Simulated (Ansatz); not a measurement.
# Al2GeH7N: up Jacob's ladder to CCSD(T), part 2 of 2

Ansatz 0.2.0, Gaussian basis; functionals in def2-TZVPP, the program's frozen cores in correlated methods.

## (17) ωB97M-V (range-separated)

File in.yaml:

```yaml
crystal:
  periodic: [false, false, false]
  atoms:
    - {symbol: N, position_ang: [-0.121695, 2.409035, 0.189518]}
    - {symbol: Al, position_ang: [1.297684, 1.485204, 0.714231]}
    - {symbol: Al, position_ang: [1.059574, -1.070616, 0.362781]}
    - {symbol: Ge, position_ang: [-1.036549, -1.954095, -0.650450]}
    - {symbol: H, position_ang: [-0.951308, 1.998562, -0.209594]}
    - {symbol: H, position_ang: [-0.222104, 3.410792, 0.243777]}
    - {symbol: H, position_ang: [2.497125, 2.340798, 1.316819]}
    - {symbol: H, position_ang: [2.153347, -2.169132, 0.739333]}
    - {symbol: H, position_ang: [-2.070735, -0.849834, -0.966046]}
    - {symbol: H, position_ang: [-0.780431, -2.690457, -1.984167]}
    - {symbol: H, position_ang: [-1.759608, -2.967256, 0.264197]}
basis:
  gaussian: {orbitals: def2-TZVPP}
hamiltonian: {xc: {name: wB97M-V}}
output: {forces: true, orbitals: {seedname: orbitals}}
```

Started as:

```bash
> ansatz run in.yaml --threads 4 --pin off --events-out ev --progress --plain --max-ram 10444MiB
```

Output, cut to the lines that bear on the results:

```text
Functional definition: wB97M-V
  name "wB97M-V"
  cite "Mardirossian & Head-Gordon, J. Chem. Phys. 144, 214110 (2016) doi:10.1063/1.4952647"
  cite "Becke, J. Chem. Phys. 107, 8554 (1997) doi:10.1063/1.475007"
  cite "Vydrov & Van Voorhis, J. Chem. Phys. 133, 244103 (2010) doi:10.1063/1.3521275"
  # Of w^i u^j: cxij and so on, Table III.
[...]
  gx(w, u) = 1 - cx + cx01*u + cx10*w
[...]
Atom 7 at     2.153347    -2.169132     0.739333 Å, force    -0.112769     0.106003    -0.039577 eV/Å
Atom 8 at    -2.070735    -0.849834    -0.966046 Å, force     0.067528    -0.073071     0.020462 eV/Å
Atom 9 at    -0.780431    -2.690457    -1.984167 Å, force    -0.022217     0.052979     0.094897 eV/Å
Atom 10 at    -1.759608    -2.967256     0.264197 Å, force     0.048843     0.073635    -0.068147 eV/Å
Dipole moment:    -0.021798     0.256256     0.018186 e Å
```

It took 4.2 s on 4 threads of AMD EPYC 9R45, shared host; peak memory 1.1 GiB.

With the free atoms at this level, -71281.644 eV in sum, the atomisation energy is 2974.2 kJ/mol. HOMO -8.55 eV, LUMO -0.97 eV.

## (18) B2PLYP (double hybrid)

in.yaml, as its differences from that of step 17:

```diff
@@ -16,3 +16,2 @@
   gaussian: {orbitals: def2-TZVPP}
-hamiltonian: {xc: {name: wB97M-V}}
-output: {forces: true, orbitals: {seedname: orbitals}}
+hamiltonian: {xc: {name: B2PLYP}}
```

The command is unchanged.

Output, cut to the lines that bear on the results:

```text
Functional definition: B2PLYP
  name "B2PLYP"
  cite "Grimme, J. Chem. Phys. 124, 034108 (2006) doi:10.1063/1.2148954"
  cite "Becke, Phys. Rev. A 38, 3098 (1988) doi:10.1103/PhysRevA.38.3098"
  cite "Lee, Yang & Parr, Phys. Rev. B 37, 785 (1988) doi:10.1103/PhysRevB.37.785"
[...]
1555 factors; integrals over basis functions are off by at most 1.3e-3 eV
[...]
mean field -71294.25037610 eV, -2620.0153763431 hartree, gradient 5.1e-6 eV, S^2 0.000000; 0 other end points of the search recorded, 0 dependent functions left out
20 core orbitals not correlated: weight in the atoms' cores, before any rotation towards them, 1.000 or more for the frozen orbitals, at most 0.000 for the correlated occupied ones
reference -71294.25058911 eV, -2620.0153841710 hartree; 16, 16 occupied and 225, 225 virtual orbitals, 1555 factors
second order -21.17745107 eV of doubles, -0.00000000 eV of singles
Total energy: -71299.96850090 eV, -2620.2255135535 hartree
```

It took 2.2 s on 4 threads of AMD EPYC 9R45, shared host; peak memory 0.73 GiB.

With the free atoms at this level, -71269.517 eV in sum, the atomisation energy is 2938.1 kJ/mol.

## (19) PBE-QIDH (double hybrid)

in.yaml, as its differences from that of step 18:

```diff
@@ -16,2 +16,2 @@
   gaussian: {orbitals: def2-TZVPP}
-hamiltonian: {xc: {name: B2PLYP}}
+hamiltonian: {xc: {name: PBE-QIDH}}
```

The command is unchanged.

Output, cut to the lines that bear on the results:

```text
Functional definition: PBE-QIDH
  name "PBE-QIDH"
  cite "Brémond, Sancho-García, Pérez-Jiménez & Adamo, J. Chem. Phys. 141, 031101 (2014) doi:10.1063/1.4890314"
  cite "Perdew, Burke & Ernzerhof, Phys. Rev. Lett. 77, 3865 (1996) doi:10.1103/PhysRevLett.77.3865"
[...]
1555 factors; integrals over basis functions are off by at most 1.3e-3 eV
[...]
mean field -71282.01036821 eV, -2619.5655643497 hartree, gradient 4.1e-6 eV, S^2 0.000000; 0 other end points of the search recorded, 0 dependent functions left out
20 core orbitals not correlated: weight in the atoms' cores, before any rotation towards them, 1.000 or more for the frozen orbitals, at most 0.000 for the correlated occupied ones
reference -71282.01038528 eV, -2619.5655649770 hartree; 16, 16 occupied and 225, 225 virtual orbitals, 1555 factors
second order -19.58986084 eV of doubles, -0.00000000 eV of singles
Total energy: -71288.54033889 eV, -2619.8055363461 hartree
```

Wall time 2.2 s (4 threads of AMD EPYC 9R45, shared host); peak memory 0.71 GiB.

Atomisation energy: 2938.4 kJ/mol (free atoms -71258.086 eV, run apart).

## (20) Frontier levels by functional

Dipoles come from the runs that computed forces. Levels are read from the orbital files that the runs wrote:

| functional | HOMO (eV) | LUMO (eV) | gap (eV) | dipole (D) |
| --- | --- | --- | --- | --- |
| LDA (SPW92) | -5.79 | -3.50 | 2.29 |  |
| PBE-D4 | -5.71 | -3.33 | 2.39 | 1.35 |
| revPBE-D4 | -5.68 | -3.25 | 2.43 |  |
| BLYP-D4 | -5.57 | -3.16 | 2.41 |  |
| r2SCAN-D4 | -5.93 | -3.20 | 2.73 | 1.33 |
| B97M-V | -5.96 | -3.37 | 2.59 |  |
| PBE0-D4 | -6.69 | -2.64 | 4.05 |  |
| B3LYP-D4 | -6.51 | -2.78 | 3.73 | 1.26 |
| r2SCANh-D4 | -6.29 | -2.95 | 3.34 |  |
| r2SCAN0-D4 | -6.82 | -2.58 | 4.25 |  |
| HSE06-D4 | -6.30 | -3.00 | 3.30 |  |
| BHLYP-D4 | -7.55 | -1.84 | 5.71 |  |
| CAM-B3LYP-D4 | -7.87 | -1.64 | 6.23 |  |
| LC-ωPBE | -9.11 | -0.67 | 8.44 |  |
| ωB97X-V | -8.82 | -0.76 | 8.06 |  |
| ωB97M-V | -8.55 | -0.97 | 7.58 | 1.24 |

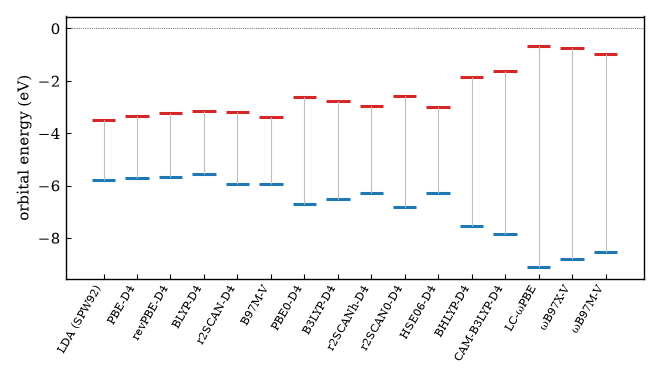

Highest occupied (blue) and lowest empty (red) level by functional.

## (21) CCSD(T) in def2-SVP

in.yaml, as its differences from that of step 19:

```diff
@@ -15,3 +15,3 @@
 basis:
-  gaussian: {orbitals: def2-TZVPP}
-hamiltonian: {xc: {name: PBE-QIDH}}
+  gaussian: {orbitals: def2-SVP}
+correlation: {method: ccsd_t}
```

Launched as before.

Output, cut to the lines that bear on the results:

```text
Functional definition: HF
  name "HF"
  cite "Fock, Z. Phys. 61, 126 (1930) doi:10.1007/BF01340294"
  parent pbe
[...]
1138 factors; integrals over basis functions are off by at most 1.5e-3 eV
[...]
mean field -71219.89929698 eV, -2617.2830245826 hartree, gradient 3.5e-6 eV, S^2 0.000000; 0 other end points of the search recorded, 0 dependent functions left out
20 core orbitals not correlated: weight in the atoms' cores, before any rotation towards them, 1.000 or more for the frozen orbitals, at most 0.000 for the correlated occupied ones
reference -71219.89929698 eV, -2617.2830245826 hartree; 16, 16 occupied and 81, 81 virtual orbitals, 1138 factors
second order -14.51150104 eV of doubles, -0.00000000 eV of singles
cycle   1  -15.19178311 eV  change   -6.8e-1 eV  update   1.1e-1
[...]
cycle  10  -15.85709533 eV  change    1.2e-5 eV  update   2.4e-5
perturbative correction -0.43155134 eV, -0.0158592191 hartree
Total energy: -71236.18794365 eV, -2617.8816213069 hartree
```

Run time: 2.2 s. Hardware: 4 threads of AMD EPYC 9R45, shared host; peak memory 0.55 GiB.

## (22) CCSD(T) in def2-TZVPP

in.yaml, as its differences from that of step 21:

```diff
@@ -15,3 +15,4 @@
 basis:
-  gaussian: {orbitals: def2-SVP}
+  gaussian: {orbitals: def2-TZVPP}
 correlation: {method: ccsd_t}
+output: {orbitals: {seedname: orbitals}}
```

The command is unchanged.

Output, cut to the lines that bear on the results:

```text
Functional definition: HF
  name "HF"
  cite "Fock, Z. Phys. 61, 126 (1930) doi:10.1007/BF01340294"
  parent pbe
[...]
1555 factors; integrals over basis functions are off by at most 1.3e-3 eV
[...]
mean field -71233.63623199 eV, -2617.7878476326 hartree, gradient 6.2e-6 eV, S^2 0.000000; 0 other end points of the search recorded, 0 dependent functions left out
20 core orbitals not correlated: weight in the atoms' cores, before any rotation towards them, 1.000 or more for the frozen orbitals, at most 0.000 for the correlated occupied ones
reference -71233.63623199 eV, -2617.7878476326 hartree; 16, 16 occupied and 225, 225 virtual orbitals, 1555 factors
second order -17.28710112 eV of doubles, -0.00000000 eV of singles
cycle   1  -17.92842609 eV  change   -6.4e-1 eV  update   1.1e-1
[...]
cycle  10  -18.64416430 eV  change    1.1e-5 eV  update   2.4e-5
perturbative correction -0.65817493 eV, -0.0241874824 hartree
Total energy: -71252.93857121 eV, -2618.4971955155 hartree
```

Run time: 42 s. Hardware: 4 threads of AMD EPYC 9R45, shared host; peak memory 5.6 GiB.

## (23) MP2 in def2-QZVPP

in.yaml, as its differences from that of step 22:

```diff
@@ -15,4 +15,3 @@
 basis:
-  gaussian: {orbitals: def2-TZVPP}
-correlation: {method: ccsd_t}
-output: {orbitals: {seedname: orbitals}}
+  gaussian: {orbitals: "def2-QZVPP.json"}
+correlation: {method: mp2}
```

The command is unchanged.

Output, cut to the lines that bear on the results:

```text
Functional definition: HF
  name "HF"
  cite "Fock, Z. Phys. 61, 126 (1930) doi:10.1007/BF01340294"
  parent pbe
[...]
2975 factors; integrals over basis functions are off by at most 9.0e-4 eV
[...]
mean field -71235.24555456 eV, -2617.8469891466 hartree, gradient 1.3e-6 eV, S^2 0.000000; 0 other end points of the search recorded, 0 dependent functions left out
20 core orbitals not correlated: weight in the atoms' cores, before any rotation towards them, 1.000 or more for the frozen orbitals, at most 0.000 for the correlated occupied ones
reference -71235.24555456 eV, -2617.8469891466 hartree; 16, 16 occupied and 460, 460 virtual orbitals, 2975 factors
second order -25.21200032 eV of doubles, -0.00000000 eV of singles
Total energy: -71260.45755489 eV, -2618.7735130691 hartree
```

Run time: 8.5 s. Hardware: 4 threads of AMD EPYC 9R45, shared host; peak memory 3 GiB.

Energy pieces by basis (eV):

```csv
basis,HF,MP2 correlation,CCSD correlation,(T),total
def2-SVP,-71219.8993,-14.5115,-15.8571,-0.4316,-71236.1879
def2-TZVPP,-71233.6362,-17.2871,-18.6442,-0.6582,-71252.9386
def2-QZVPP,-71235.2456,-25.2120,,,-71260.4576 (MP2)
```

The report of the def2-TZVPP run gives T1 = 0.0129.

## (24) The basis-set limit

This step is arithmetic on the last runs, with X = 3 and 4: exp(−7.88√X) for Hartree-Fock, X^−2.97 for correlation; only MP2 was run in the larger set, so CCSD(T) minus MP2 is added from the smaller one.

```csv
level,energy at the limit (eV)
HF,-71235.4672
MP2,-71266.5495
CCSD,-71267.9066
CCSD(T),-71268.5648
```

This is no true limit for total energies: MP2 correlation changes by a factor of 1.46 from triple to quadruple zeta (about 1.07 in light molecules), because outer-core shells are correlated in sets not made for them. Much of that cancels between molecule and atoms or ions.

## (25) RPA on PBE orbitals

in.yaml, as its differences from that of step 23:

```diff
@@ -15,3 +15,4 @@
 basis:
-  gaussian: {orbitals: "def2-QZVPP.json"}
-correlation: {method: mp2}
+  gaussian: {orbitals: def2-TZVPP}
+hamiltonian: {xc: pbe}
+correlation: {method: rpa}
```

Same command.

Output, cut to the lines that bear on the results:

```text
Functional definition: PBE
  name "PBE"
  cite "Perdew, Burke & Ernzerhof, Phys. Rev. Lett. 77, 3865 (1996) doi:10.1103/PhysRevLett.77.3865"
  parent pbe
[...]
1555 factors; integrals over basis functions are off by at most 1.3e-3 eV
[...]
mean field -71299.53964629 eV, -2620.2097534374 hartree, gradient 4.5e-6 eV, S^2 0.000000; 0 other end points of the search recorded, 0 dependent functions left out
20 core orbitals not correlated: weight in the atoms' cores, before any rotation towards them, 1.000 or more for the frozen orbitals, at most 0.000 for the correlated occupied ones
reference -71231.77385271 eV, -2617.7194064565 hartree; 16, 16 occupied and 225, 225 virtual orbitals, 1555 factors
Total energy: -71262.04869609 eV, -2618.8319864299 hartree
```

Run time: 2 s. Hardware: 4 threads of AMD EPYC 9R45, shared host; peak memory 0.59 GiB.

RPA correlation: -30.275 eV. No RPA run of the hydrogen atom was made, so RPA has no atomisation energy below.

## (26) The ladder

Atomisation energy = energies of 1 N, 2 Al, 1 Ge, 7 H (separate runs, same level) minus the molecule's; electronic only, no spin-orbit term.

Differences are taken before rounding.

| method | rung | atoms, summed (eV) | atomisation energy (kJ/mol) | from CCSD(T)/CBS (kJ/mol) | time |
| --- | --- | --- | --- | --- | --- |
| LDA (SPW92) | LDA | -71126.111 | 3336.3 | +332.2 | 0.6 s |
| PBE-D4 | GGA | -71268.974 | 2969.3 | -34.8 | 1 s |
| revPBE-D4 | GGA | -71280.392 | 2909.7 | -94.3 | 0.8 s |
| BLYP-D4 | GGA | -71288.481 | 2950.8 | -53.2 | 0.8 s |
| r2SCAN-D4 | meta-GGA | -71284.174 | 2987.2 | -16.8 | 1.8 s |
| B97M-V | meta-GGA | -71272.478 | 3038.4 | +34.3 | 2.8 s |
| PBE0-D4 | hybrid | -71272.177 | 2944.8 | -59.2 | 1.2 s |
| B3LYP-D4 | hybrid | -71290.006 | 2978.2 | -25.9 | 1.9 s |
| r2SCANh-D4 | hybrid | -71283.937 | 2972.2 | -31.9 | 2 s |
| r2SCAN0-D4 | hybrid | -71283.604 | 2951.1 | -53.0 | 2 s |
| HSE06-D4 | hybrid | -71271.746 | 2945.3 | -58.7 | 1.4 s |
| BHLYP-D4 | hybrid | -71286.295 | 2928.4 | -75.7 | 1.3 s |
| CAM-B3LYP-D4 | range-separated | -71289.707 | 2993.5 | -10.6 | 1.6 s |
| LC-ωPBE | range-separated | -71274.258 | 2958.1 | -46.0 | 1.1 s |
| ωB97X-V | range-separated | -71278.657 | 3015.8 | +11.7 | 3 s |
| ωB97M-V | range-separated | -71281.644 | 2974.2 | -29.9 | 4.2 s |
| B2PLYP | double hybrid | -71269.517 | 2938.1 | -66.0 | 2.2 s |
| PBE-QIDH | double hybrid | -71258.086 | 2938.4 | -65.7 | 2.2 s |
| HF/def2-TZVPP | wavefunction | -71211.414 | 2144.1 | -860.0 |  |
| MP2/def2-TZVPP | wavefunction | -71220.889 | 2897.9 | -106.2 |  |
| CCSD/def2-TZVPP | wavefunction | -71222.334 | 2889.4 | -114.6 |  |
| CCSD(T)/def2-SVP | wavefunction | -71207.372 | 2780.3 | -223.8 | 2.2 s |
| CCSD(T)/def2-TZVPP | wavefunction | -71222.630 | 2924.3 | -79.7 | 42 s |
| MP2/CBS | wavefunction | -71235.689 | 2977.6 | -26.5 |  |
| CCSD(T)/CBS | wavefunction | -71237.430 | 3004.1 | 0 | 50 s |

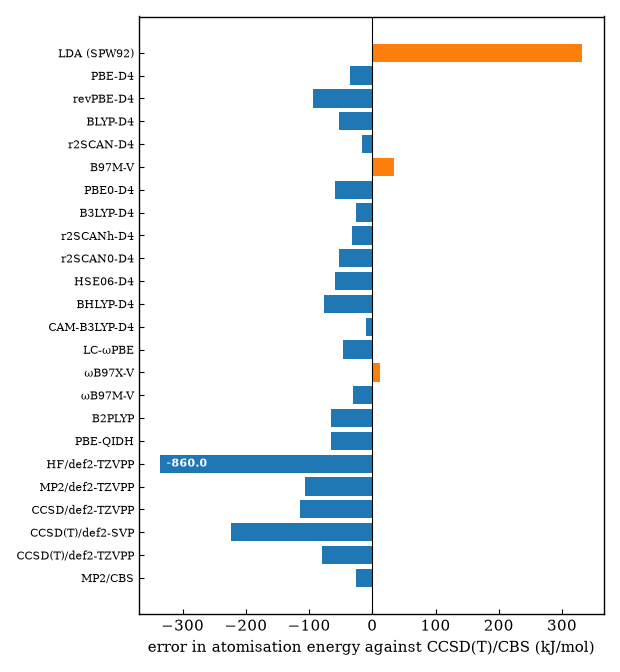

Deviations from CCSD(T)/CBS, method by method. Bars with a number in them are cut short.

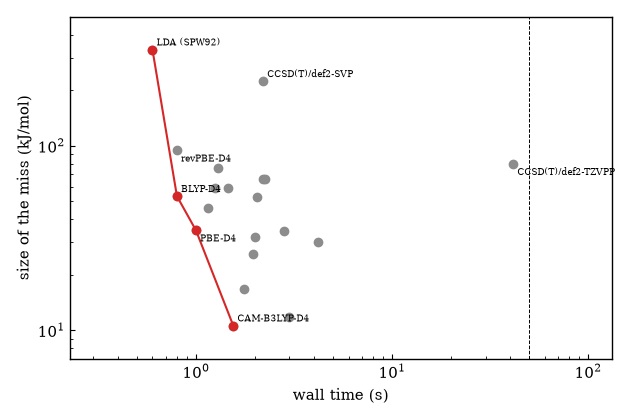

Miss against cost. Red marks the levels that no quicker level drawn beats (of those quicker than the yardstick), and the dashed line is the time of CCSD(T)/CBS. Only those levels and the largest misses are named. Times are from a shared host.

LDA (SPW92), LC-ωPBE, B2PLYP, PBE-QIDH carry no dispersion term (for B3LYP, D4 adds 32.6 kJ/mol).

Times are those of the molecule's run; HF, MP2 and CCSD come out of the CCSD(T) runs, and the limit's time is the sum of the runs that it needs.

## (27) What came out

This closing draws on all 2 parts.

| quantity | value |
| --- | --- |
| atomisation energy, CCSD(T)/CBS | 3004.1 kJ/mol |
| functionals within 30.0 kJ/mol (1.0 %) | r2SCAN-D4, B3LYP-D4, CAM-B3LYP-D4, ωB97X-V, ωB97M-V |
| farthest beyond LDA | revPBE-D4 (-94.3 kJ/mol) |
| mean size of error, GGA | 60.8 kJ/mol |
| mean size of error, meta-GGA | 25.6 kJ/mol |
| mean size of error, hybrid | 50.7 kJ/mol |
| mean size of error, range-separated | 24.6 kJ/mol |
| mean size of error, double hybrid | 65.8 kJ/mol |
| gap, smallest and largest | 2.29 eV (LDA (SPW92)), 8.44 eV (LC-ωPBE) |
| T1 diagnostic | 0.0129 |
| triples share of the correlation energy | 3.4 % |

In words: LDA overbinds by 332.2 kJ/mol (11 %). PBE-D4 misses by -34.8 kJ/mol. Double hybrids carry the basis error of their MP2 part in triple zeta, and no dispersion term here, so their miss is partly the set-up's. The rungs range-separated, meta-GGA miss on average by less than the doubt on the reference (30.0 kJ/mol), so they tie. The reference freezes the cores and leaves out relativity and excitations past (T), and its outer-core shells are covered unevenly, so misses under about 30.0 kJ/mol can't be ranked. Hartree-Fock recovers 71 % of the binding; the rest is correlation. CCSD(T) in def2-SVP is off by -223.8 kJ/mol, worse than the median functional, from the basis alone. The gap grows from 2.3 to 8.4 eV across the functionals, mostly with the share of exact exchange. Correlated methods include outer-core shells of Ge, which these sets cover unevenly.

For cost: CAM-B3LYP-D4 gets within 10.6 kJ/mol in 1.6 s, where CCSD(T)/CBS took 50 s; the quickest level in the cost chart, LDA (SPW92), takes 0.6 s and misses by 332.2 kJ/mol.
